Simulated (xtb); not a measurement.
Run report: Ga₃H₃F₆, geometry relaxation (part 3 of 3)

Continued. System: Ga₃H₃F₆. Method: GFN2-xTB (xtb 6.7.1). The geometry comes from this level: GFN1-xTB.

## The program's output, continued
```
         #    Occupation            Energy/Eh            Energy/eV
      -------------------------------------------------------------
         1        2.0000           -0.8735355             -23.7701
       ...           ...                  ...                  ...
        21        2.0000           -0.5571813             -15.1617
        22        2.0000           -0.5485934             -14.9280
        23        2.0000           -0.5472289             -14.8909
        24        2.0000           -0.5472262             -14.8908
        25        2.0000           -0.5461956             -14.8627
        26        2.0000           -0.5393190             -14.6756
        27        2.0000           -0.5393182             -14.6756 (HOMO)
        28                         -0.3367459              -9.1633 (LUMO)
        29                         -0.3367430              -9.1632
        30                         -0.2348373              -6.3902
        31                         -0.2233750              -6.0783
        32                         -0.1585049              -4.3131
       ...                                ...                  ...
        54                          1.3164442              35.8223
      -------------------------------------------------------------
                  HL-Gap            0.2025723 Eh            5.5123 eV
             Fermi-level           -0.4380321 Eh          -11.9195 eV

 SCC (total)                   0 d,  0 h,  0 min,  0.013 sec
 SCC setup                      ...        0 min,  0.000 sec (  0.847%)
 Dispersion                     ...        0 min,  0.000 sec (  0.315%)
 classical contributions        ...        0 min,  0.000 sec (  0.127%)
 integral evaluation            ...        0 min,  0.003 sec ( 22.739%)
 iterations                     ...        0 min,  0.003 sec ( 24.314%)
 molecular gradient             ...        0 min,  0.006 sec ( 50.438%)
 printout                       ...        0 min,  0.000 sec (  1.098%)

         :::::::::::::::::::::::::::::::::::::::::::::::::::::
         ::                     SUMMARY                     ::
         :::::::::::::::::::::::::::::::::::::::::::::::::::::
         :: total energy             -33.889656491056 Eh    ::
         :: gradient norm              0.000035964556 Eh/a0 ::
         :: HOMO-LUMO gap              5.512271501879 eV    ::
         ::.................................................::
         :: SCC energy               -33.921758042568 Eh    ::
         :: -> isotropic ES            0.156906585748 Eh    ::
         :: -> anisotropic ES          0.015577449547 Eh    ::
         :: -> anisotropic XC         -0.000788808405 Eh    ::
         :: -> dispersion             -0.008738630801 Eh    ::
         :: repulsion energy           0.032101551513 Eh    ::
         :: add. restraining           0.000000000000 Eh    ::
         :: total charge              -0.000000000000 e     ::
         :::::::::::::::::::::::::::::::::::::::::::::::::::::

           -------------------------------------------------
          |                Property Printout                |
           -------------------------------------------------

    * Orbital Energies and Occupations

         #    Occupation            Energy/Eh            Energy/eV
      -------------------------------------------------------------
         1        2.0000           -0.8735355             -23.7701
       ...           ...                  ...                  ...
        15        2.0000           -0.5609140             -15.2632
        16        2.0000           -0.5600081             -15.2386
        17        2.0000           -0.5598261             -15.2336
        18        2.0000           -0.5596935             -15.2300
        19        2.0000           -0.5596828             -15.2297
        20        2.0000           -0.5571827             -15.1617
        21        2.0000           -0.5571813             -15.1617
        22        2.0000           -0.5485934             -14.9280
        23        2.0000           -0.5472289             -14.8909
        24        2.0000           -0.5472262             -14.8908
        25        2.0000           -0.5461956             -14.8627
        26        2.0000           -0.5393190             -14.6756
        27        2.0000           -0.5393182             -14.6756 (HOMO)
        28                         -0.3367459              -9.1633 (LUMO)
        29                         -0.3367430              -9.1632
        30                         -0.2348373              -6.3902
        31                         -0.2233750              -6.0783
        32                         -0.1585049              -4.3131
        33                         -0.1214883              -3.3059
        34                         -0.1032196              -2.8087
        35                         -0.1031264              -2.8062
        36                         -0.0850218              -2.3136
        37                         -0.0850201              -2.3135
        38                         -0.0071182              -0.1937
       ...                                ...                  ...
        54                          1.3164442              35.8223
      -------------------------------------------------------------
                  HL-Gap            0.2025723 Eh            5.5123 eV
             Fermi-level           -0.4380321 Eh          -11.9195 eV

     #   Z          covCN         q      C6AA      α(0)
     1  31 Ga       3.765     0.312   210.852    32.564
     2   9 F        0.694    -0.207    11.323     3.973
     3   9 F        0.694    -0.208    11.327     3.974
     4   1 H        1.683     0.103     1.748     2.064
     5  31 Ga       3.765     0.312   210.853    32.564
     6   9 F        0.694    -0.207    11.320     3.972
     7   9 F        0.694    -0.208    11.329     3.974
     8   1 H        1.683     0.103     1.748     2.064
     9  31 Ga       3.765     0.312   210.852    32.564
    10   9 F        0.694    -0.208    11.327     3.974
    11   9 F        0.694    -0.207    11.323     3.973
    12   1 H        1.683     0.103     1.748     2.064

 Mol. C6AA /au·bohr⁶  :       4307.806935
 Mol. C8AA /au·bohr⁸  :     300808.193129
 Mol. α(0) /au        :        127.722308

Wiberg/Mayer (AO) data.
largest (>0.10) Wiberg bond orders for each atom

 ---------------------------------------------------------------------------
     #   Z sym  total        # sym  WBO       # sym  WBO       # sym  WBO
 ---------------------------------------------------------------------------
     1  31 Ga   3.394 --     2 F    1.176     3 F    1.176     4 H    0.373
                            12 H    0.372
     2   9 F    1.359 --     1 Ga   1.176
     3   9 F    1.359 --     1 Ga   1.176
     4   1 H    0.989 --     1 Ga   0.373     5 Ga   0.372
     5  31 Ga   3.394 --     6 F    1.176     7 F    1.176     8 H    0.373
                             4 H    0.372
     6   9 F    1.360 --     5 Ga   1.176
     7   9 F    1.358 --     5 Ga   1.176
     8   1 H    0.989 --     5 Ga   0.373     9 Ga   0.372
     9  31 Ga   3.394 --    11 F    1.176    10 F    1.176    12 H    0.373
                             8 H    0.372
    10   9 F    1.359 --     9 Ga   1.176
    11   9 F    1.359 --     9 Ga   1.176
    12   1 H    0.989 --     9 Ga   0.373     1 Ga   0.372
 ---------------------------------------------------------------------------

Topologies differ in total number of bonds
Writing topology from bond orders to xtbtopo.mol

molecular dipole:
                 x           y           z       tot (Debye)
 q only:        0.000       0.001       0.001
   full:        0.001       0.001       0.001       0.004
molecular quadrupole (traceless):
                xx          xy          yy          xz          yz          zz
 q only:        0.344      -0.440      -0.520      -0.252      -0.618       0.176
  q+dip:       -1.314       1.340       2.368       0.549       1.703      -1.054
   full:        1.164      -1.356      -1.907      -0.690      -1.834       0.743

           -------------------------------------------------
          |                Geometry Summary                 |
           -------------------------------------------------

      molecular mass/u    :      326.1834394
   center of mass at/Å    :       -0.0000271      -0.0000658      -0.0000437
  moments of inertia/u·Å² :        0.9935554E+03   0.9935818E+03   0.1473773E+04
rotational constants/cm⁻¹ :        0.1696698E-01   0.1696653E-01   0.1143842E-01

 * 12 selected distances

     #   Z          #   Z                                           value/Å
     1  31 Ga       2   9 F                                       1.7318151 (max)
     1  31 Ga       3   9 F                                       1.7316626
     1  31 Ga       4   1 H                                       1.6766406
     4   1 H        5  31 Ga                                      1.6776242
     5  31 Ga       6   9 F                                       1.7317961
     5  31 Ga       7   9 F                                       1.7316948
     5  31 Ga       8   1 H                                       1.6766244 (min)
     8   1 H        9  31 Ga                                      1.6776485
     9  31 Ga      10   9 F                                       1.7316622
     9  31 Ga      11   9 F                                       1.7318143
     1  31 Ga      12   1 H                                       1.6776456
     9  31 Ga      12   1 H                                       1.6766390

 * 2 distinct bonds (by element types)

   Z      Z             #   av. dist./Å        max./Å        min./Å
   1 H   31 Ga          6     1.6771371     1.6776485     1.6766244
   9 F   31 Ga          6     1.7317408     1.7318151     1.7316622

optimized geometry written to: xtbopt.xyz

           -------------------------------------------------
          | TOTAL ENERGY              -33.889656491056 Eh   |
          | GRADIENT NORM               0.000035964556 Eh/α |
          | HOMO-LUMO GAP               5.512271501879 eV   |
           -------------------------------------------------

------------------------------------------------------------------------
------------------------------------------------------------------------
 total:
 *  cpu-time:     0 d,  0 h,  0 min,  0.278 sec
 * ratio c/w:     0.984 speedup
 SCF:
 *  cpu-time:     0 d,  0 h,  0 min,  0.032 sec
 * ratio c/w:     0.997 speedup
 ANC optimizer:
 *  cpu-time:     0 d,  0 h,  0 min,  0.226 sec
 * ratio c/w:     0.981 speedup
```

## Trajectory as extended XYZ (Å, eV, eV/Å), 10 frames, from step=0 to step=9
```
12
Properties=species:S:1:pos:R:3 step=0 energy=-922.10902
Ga    1.0043    0.2922   -1.4011
F     1.9791    1.6736   -1.5716
F     1.0714   -0.7964   -2.7042
H     1.4356   -0.4993   -0.0245
Ga    0.6496   -0.8581    1.3773
F     0.5653   -2.5473    1.5429
F     1.4224   -0.0529    2.6590
H    -0.8750   -0.2605    1.2162
Ga   -1.6533    0.5683    0.0242
F    -2.9402   -0.3815   -0.5500
F    -2.1009    2.0961    0.6191
H    -0.5583    0.7659   -1.1875
12
Properties=species:S:1:pos:R:3 step=1 energy=-922.14742
Ga    1.0248    0.2980   -1.4301
F     1.9986    1.6918   -1.5855
F     1.0817   -0.8058   -2.7315
H     1.4252   -0.4958   -0.0243
Ga    0.6631   -0.8760    1.4060
F     0.5703   -2.5742    1.5574
F     1.4368   -0.0514    2.6855
H    -0.8686   -0.2586    1.2072
Ga   -1.6876    0.5797    0.0244
F    -2.9699   -0.3868   -0.5558
F    -2.1199    2.1181    0.6260
H    -0.5544    0.7610   -1.1793
12
Properties=species:S:1:pos:R:3 step=2 energy=-922.17614
Ga    1.0334    0.3001   -1.4424
F     2.0078    1.7145   -1.5771
F     1.0765   -0.8269   -2.7446
H     1.4429   -0.5026   -0.0247
Ga    0.6687   -0.8836    1.4180
F     0.5640   -2.5981    1.5505
F     1.4453   -0.0300    2.6972
H    -0.8795   -0.2620    1.2220
Ga   -1.7020    0.5840    0.0244
F    -2.9815   -0.4073   -0.5654
F    -2.1142    2.1410    0.6364
H    -0.5613    0.7710   -1.1943
12
Properties=species:S:1:pos:R:3 step=3 energy=-922.18194
Ga    1.0305    0.2992   -1.4384
F     2.0048    1.7245   -1.5614
F     1.0658   -0.8404   -2.7404
H     1.4565   -0.5079   -0.0252
Ga    0.6668   -0.8813    1.4140
F     0.5555   -2.6041    1.5360
F     1.4446   -0.0115    2.6923
H    -0.8880   -0.2650    1.2333
Ga   -1.6974    0.5822    0.0244
F    -2.9745   -0.4227   -0.5707
F    -2.0979    2.1488    0.6418
H    -0.5666    0.7782   -1.2057
12
Properties=species:S:1:pos:R:3 step=4 energy=-922.18355
Ga    1.0254    0.2978   -1.4312
F     1.9982    1.7293   -1.5447
F     1.0540   -0.8503   -2.7307
H     1.4606   -0.5099   -0.0255
Ga    0.6635   -0.8769    1.4069
F     0.5470   -2.6036    1.5203
F     1.4408    0.0045    2.6823
H    -0.8908   -0.2664    1.2367
Ga   -1.6889    0.5793    0.0245
F    -2.9617   -0.4350   -0.5743
F    -2.0798    2.1511    0.6451
H    -0.5683    0.7801   -1.2092
12
Properties=species:S:1:pos:R:3 step=5 energy=-922.18403
Ga    1.0247    0.2976   -1.4302
F     1.9961    1.7293   -1.5410
F     1.0513   -0.8516   -2.7276
H     1.4574   -0.5089   -0.0256
Ga    0.6630   -0.8763    1.4058
F     0.5453   -2.6023    1.5168
F     1.4394    0.0076    2.6791
H    -0.8889   -0.2660    1.2339
Ga   -1.6876    0.5790    0.0245
F    -2.9578   -0.4370   -0.5748
F    -2.0756    2.1505    0.6455
H    -0.5671    0.7784   -1.2066
12
Properties=species:S:1:pos:R:3 step=6 energy=-922.18439
Ga    1.0243    0.2976   -1.4297
F     1.9934    1.7300   -1.5350
F     1.0469   -0.8543   -2.7235
H     1.4533   -0.5080   -0.0257
Ga    0.6629   -0.8761    1.4053
F     0.5427   -2.6012    1.5117
F     1.4375    0.0129    2.6746
H    -0.8867   -0.2658    1.2305
Ga   -1.6871    0.5789    0.0246
F    -2.9524   -0.4406   -0.5759
F    -2.0692    2.1502    0.6464
H    -0.5656    0.7763   -1.2033
12
Properties=species:S:1:pos:R:3 step=7 energy=-922.18449
Ga    1.0247    0.2978   -1.4304
F     1.9924    1.7306   -1.5321
F     1.0448   -0.8557   -2.7220
H     1.4535   -0.5084   -0.0258
Ga    0.6632   -0.8766    1.4059
F     0.5416   -2.6011    1.5097
F     1.4367    0.0160    2.6725
H    -0.8870   -0.2661    1.2306
Ga   -1.6878    0.5791    0.0246
F    -2.9503   -0.4425   -0.5767
F    -2.0662    2.1504    0.6471
H    -0.5657    0.7765   -1.2035
12
Properties=species:S:1:pos:R:3 step=8 energy=-922.18453
Ga    1.0251    0.2978   -1.4309
F     1.9925    1.7308   -1.5314
F     1.0442   -0.8561   -2.7220
H     1.4559   -0.5095   -0.0260
Ga    0.6635   -0.8769    1.4064
F     0.5415   -2.6014    1.5097
F     1.4365    0.0172    2.6720
H    -0.8886   -0.2669    1.2326
Ga   -1.6885    0.5792    0.0246
F    -2.9501   -0.4429   -0.5772
F    -2.0655    2.1505    0.6476
H    -0.5665    0.7781   -1.2054
12
Properties=species:S:1:pos:R:3 step=9 energy=-922.18453
Ga    1.0250    0.2978   -1.4308
F     1.9925    1.7306   -1.5311
F     1.0440   -0.8561   -2.7219
H     1.4559   -0.5098   -0.0261
Ga    0.6634   -0.8769    1.4063
F     0.5416   -2.6012    1.5098
F     1.4364    0.0176    2.6717
H    -0.8887   -0.2671    1.2325
Ga   -1.6883    0.5792    0.0247
F    -2.9499   -0.4430   -0.5774
F    -2.0654    2.1504    0.6477
H    -0.5665    0.7783   -1.2054
```

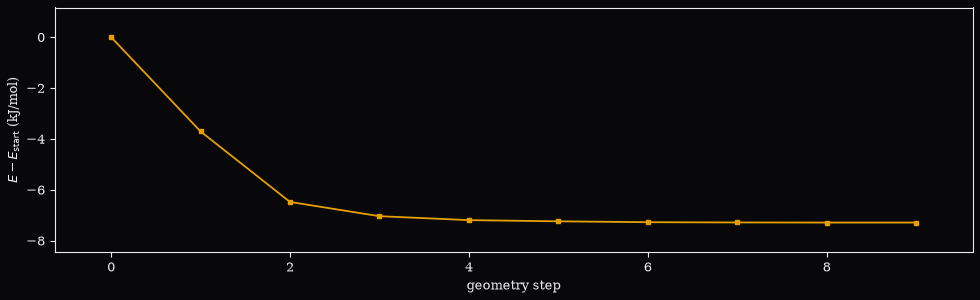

Progress of the relaxation, step by step (steps are counted from 0).

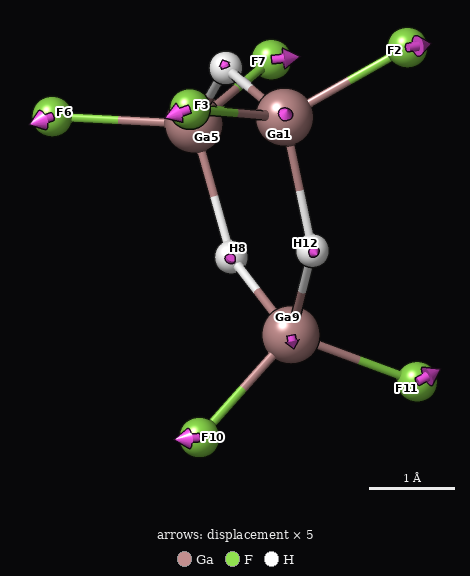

The starting structure with the displacements as pink arrows, magnified 5 times (ball-and-stick view, seen at an oblique angle). The two geometries are laid on each other by the best rigid fit. F7 moves most after the best rigid fit: 0.073 Å. Largest moves by element: F 0.073 Å, Ga 0.037 Å, H 0.023 Å. Among the contacts that change: Ga1–F2 1.699 → 1.732 Å, Ga1–H12 1.647 → 1.678 Å. Among the angles that change: F2–Ga1–F3 114.9° → 120.1°. Over 9 geometry steps the energy falls by 7.29 kJ/mol. (Atoms are counted from 1 in the order of the input.)

The run was set up as follows.

## The input (start.xyz)
```
12
start
Ga     1.00425     0.29224    -1.40112
F      1.97908     1.67355    -1.57160
F      1.07144    -0.79645    -2.70420
H      1.43557    -0.49930    -0.02447
Ga     0.64965    -0.85811     1.37728
F      0.56531    -2.54734     1.54294
F      1.42244    -0.05287     2.65901
H     -0.87504    -0.26054     1.21618
Ga    -1.65330     0.56831     0.02424
F     -2.94017    -0.38152    -0.54995
F     -2.10086     2.09609     0.61914
H     -0.55834     0.76593    -1.18746
```

Launched with:
```bash
xtb start.xyz -c 0 -o vtight | tee out.txt
```

## Key numbers

```json
{"quantity": "outcome", "value": "converged"}
{"quantity": "electrons treated", "value": "54"}
{"quantity": "total energy", "value": "−33.889656 hartree"}
{"quantity": "dispersion energy", "value": "−0.008739 hartree"}
{"quantity": "basis functions", "value": "57"}
{"quantity": "HOMO", "value": "−14.68 eV"}
{"quantity": "LUMO", "value": "−9.16 eV"}
{"quantity": "dipole moment", "value": "0.01 D"}
{"quantity": "hardware", "value": "1 thread of Intel Xeon @ 2.50GHz (Skylake/Cascade Lake), 189 GiB of memory available, shared host"}
{"quantity": "peak memory", "value": "0.073 GiB"}
```
